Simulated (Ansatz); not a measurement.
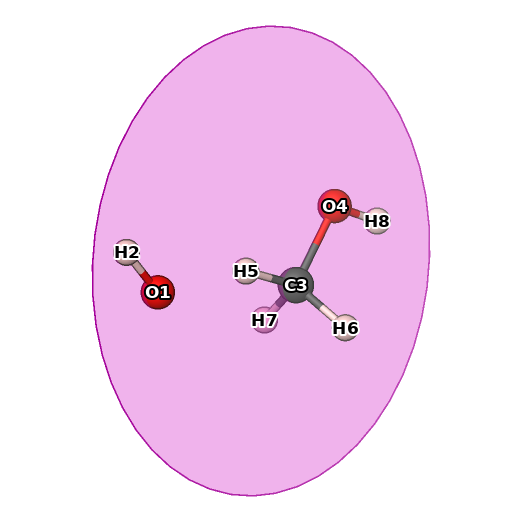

A disc through the centre of mass is drawn in. Depth is shown by fading: the farther an atom, the more it takes the colour of the background. The species has charge −1 and is a spin singlet. The computed geometry is a stationary point of PBE0-D4/def2-TZVPD, a saddle point of order 2.

Q: Is the plane of the disc a mirror plane of the structure?

A: Yes. The reflection leaves O1, H2, C3, O4, H5, H8 in place and moves H6 ↔ H7. The point group is Cs.
